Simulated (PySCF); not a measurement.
```yaml
atoms:
  - { symbol: Si, position_ang: [2.3671, -0.5622, -0.1512] }
  - { symbol: O, position_ang: [1.1909, 0.2076, -0.9907] }
  - { symbol: C, position_ang: [0.1965, 0.9406, -0.3791] }
  - { symbol: O, position_ang: [0.2513, 0.8100, 1.0126] }
  - { symbol: C, position_ang: [-0.8262, 0.0047, 1.4842] }
  - { symbol: C, position_ang: [-1.4520, -0.6445, 0.2507] }
  - { symbol: C, position_ang: [-1.1709, 0.3990, -0.8200] }
  - { symbol: Cl, position_ang: [-2.3904, 1.6896, -0.7843] }
  - { symbol: H, position_ang: [1.8186, -1.6282, 0.6948] }
  - { symbol: H, position_ang: [3.0750, -1.1005, -1.3031] }
  - { symbol: H, position_ang: [3.1443, 0.3625, 0.6674] }
  - { symbol: H, position_ang: [0.3380, 2.0002, -0.6403] }
  - { symbol: H, position_ang: [-1.5462, 0.6568, 1.9933] }
  - { symbol: H, position_ang: [-0.4281, -0.7188, 2.1978] }
  - { symbol: H, position_ang: [-2.5128, -0.8476, 0.3759] }
  - { symbol: H, position_ang: [-0.9289, -1.5660, -0.0090] }
  - { symbol: H, position_ang: [-1.1333, 0.0088, -1.8358] }
```

Geometry: GFN2-xTB.

Level of theory: PBE0/pcSseg-1, SCF density, gas phase, non-relativistic in PySCF.

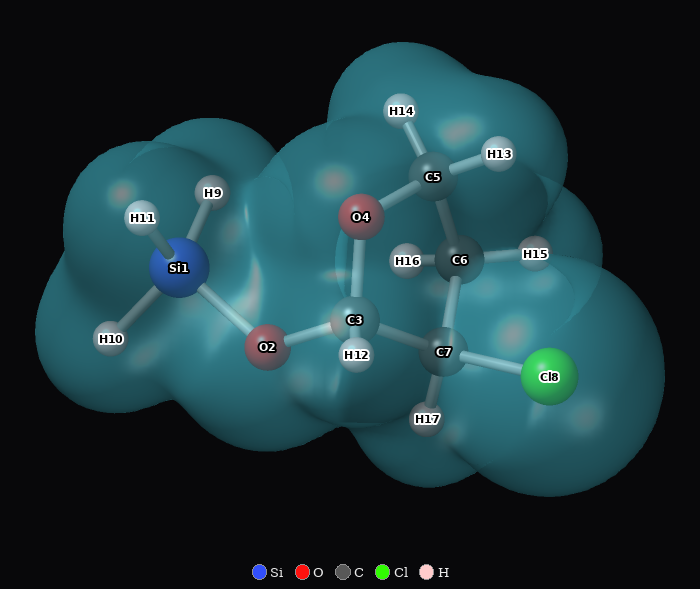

C₄H₉ClO₂Si. Isosurface of the total electron density at 0.05 e/Å³ (cyan), seen at a tilt.

What does this surface tell about the bonding?

At this value the surface is in one piece. It bridges the sampled C–O (1.38 Å), C–C (1.52 Å), Si–O (1.64 Å) and C–Cl (1.78 Å) contacts, where the density stays above the isovalue. On the grid the lowest density along these lines, outside the cores, is 1.9 e/Å³ (C–O, 1.38 Å), 1.7 e/Å³ (C–C, 1.52 Å), 0.96 e/Å³ (Si–O, 1.64 Å) and 1.3 e/Å³ (C–Cl, 1.78 Å).
